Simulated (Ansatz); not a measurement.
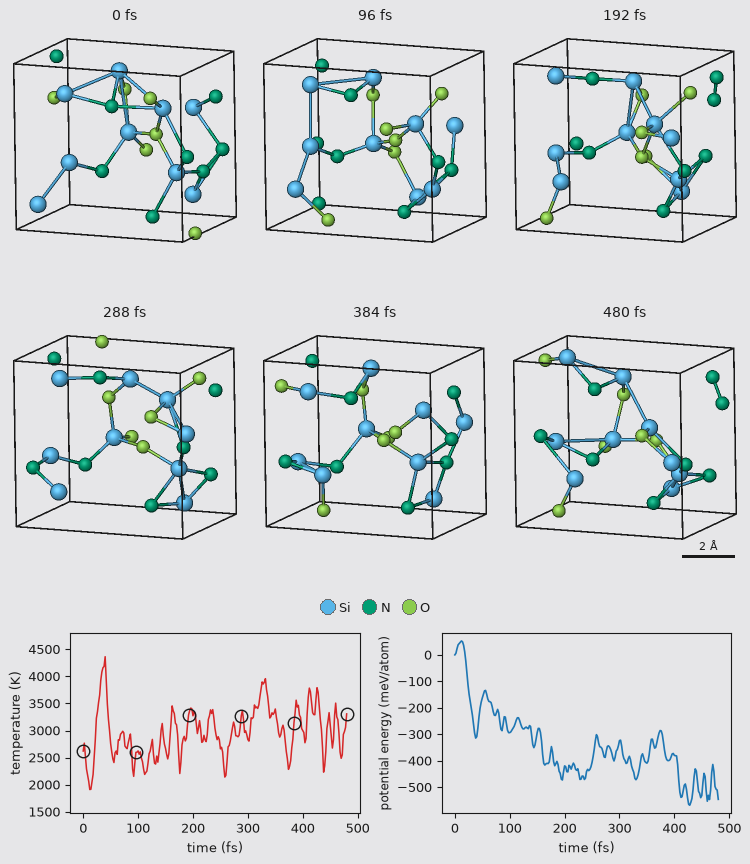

Molecular dynamics of an amorphous cell of composition Si₉N₈O₆ (23 atoms in the cell), 480 fs long. It starts from the last geometry of an earlier run, with fresh velocities. Frames and the history of the run. The picture is a ball-and-stick view of the simulation cell, seen slightly off an axis. Atoms that leave the cell re-enter on the other side. Bonds to atoms that aren't drawn are left out.

Method: Ansatz, DFT PBE, scalar-relativistic, plane waves, PAW. Run with plane-wave cutoff 420 eV; k-point mesh 1 × 1 × 1; Fermi-Dirac smearing 0.236 eV; volume 1.05 times that of the relaxed crystal; set temperature 2740 K; time step 2 fs.

Question: Describe the run.

Answer: In the second half of the run the atoms are, in the root-mean-square, this far from where they began (common drift taken out): O 1.41 Å, Si 1.00 Å, N 0.94 Å. Against the typical shortest distance between atoms in the first frame, about 1.6 Å these are large excursions, but over 480 fs one can't yet tell strong vibration from the start of diffusion. 8 of the 23 free atoms end more than three quarters of that spacing from the start. Bond changes: 4 N–Si bonds form between 32 fs and 288 fs; 4 N–Si bonds break between 38 fs and 246 fs; 2 O–Si bonds form between 42 fs and 124 fs; 5 Si–Si bonds form between 48 fs and 470 fs; one N–Si contact opens and closes in turn. The mean temperature in the second half is 3083 K (standard deviation 397 K). The potential energy in the second half lies on average 416 meV per atom below the first frame. The mean pressure there is 8.7 GPa.

Limits of the set-up: the periodic images lie only 6.6 Å apart, so the values are limited by the cell's size.

Cost: 3.5 min on 2 threads of Arm Neoverse V2 (shared host), peak memory 0.38 GiB.
